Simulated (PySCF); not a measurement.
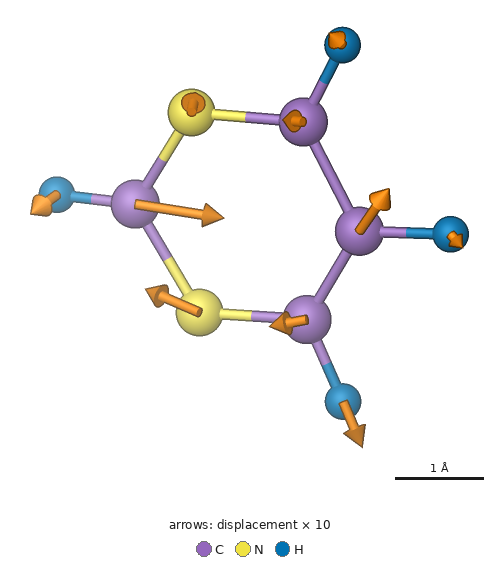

A relaxation of C$_{4}$H$_{4}$N$_{2}$. The starting structure is drawn; orange arrows show the displacements, 10 times their true length. The two geometries are superimposed by the best rigid fit.

The picture is a ball-and-stick view, seen from a free direction.

The start comes from MMFF94s. Its atoms were then displaced at random by about 0.03 Å.

The calculation used PySCF, PBE0-D3(BJ)/def2-SVP geometry optimisation, gas phase. 

Describe the change and its energy.

Answer. The energy falls by 138.0 kJ/mol in 8 geometry steps. A C atom moves most after the best rigid fit: 0.11 Å. Largest moves by element: C 0.11 Å, N 0.08 Å, H 0.06 Å. Near-neighbour distances that change, for instance: C–H 0.981 → 1.097 Å, C–N 1.442 → 1.330 Å, C–C 1.284 → 1.393 Å, C–H 1.029 → 1.097 Å. Bond angles that change, for instance: N–C–N 116.2° → 126.8°, C–C–H 114.1° → 121.9°, N–C–H 122.3° → 116.6°. The run took 30 s on 1 thread of Arm Neoverse V1, on a shared host.
